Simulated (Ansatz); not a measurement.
Exact exchange and the HOMO–LUMO gap of AlF3

The species is AlF3 (4 atoms), meant as a singlet with charge 0. SMILES: `F[Al](F)F`. The coordinates come from a PBE0-D4/def2-TZVP relaxation.

The HOMO–LUMO gap y, in eV, basis 6-311+G(d,p); a is the functional's share of exact exchange. Programs: Ansatz 0.2.0.

| functional | program | a | y (eV) |
| --- | --- | --- | --- |
| r2SCAN | Ansatz | 0 | 8.18 |
| revPBE | Ansatz | 0 | 7.17 |
| B3LYP | Ansatz | 0.2 | 9.42 |
| r2SCAN0 | Ansatz | 0.25 | 10.79 |
| PBE0 | Ansatz | 0.25 | ? |
| BHLYP | Ansatz | 0.5 | 12.77 |

Problem. Fit y = c + s·a to the known rows and predict PBE0.

Solution. 
1. Means of the 5 rows: a = 0.1900, y = 9.666.
2. Σ(Δa)² = 0.172, Σ(Δa·Δy) = 1.7838, so the slope is 1.7838/0.172 = 10.371.
3. Intercept: 9.666 − (10.371) × 0.1900 = 7.696. The largest residual of the fit is 0.53.
4. PBE0: 7.696 + (10.371) × 0.25 = 10.29 eV.

The run gave 10.09 eV, so the prediction is off by +0.20 eV, within the largest residual. Exact exchange lowers occupied levels and raises empty ones. The rows mix families of semi-local functionals, which the line can't see.

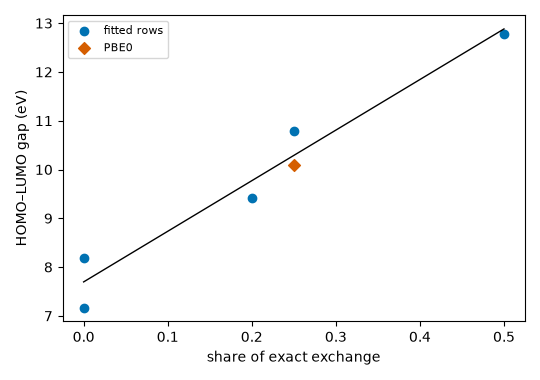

The fitted line, with the withheld row.
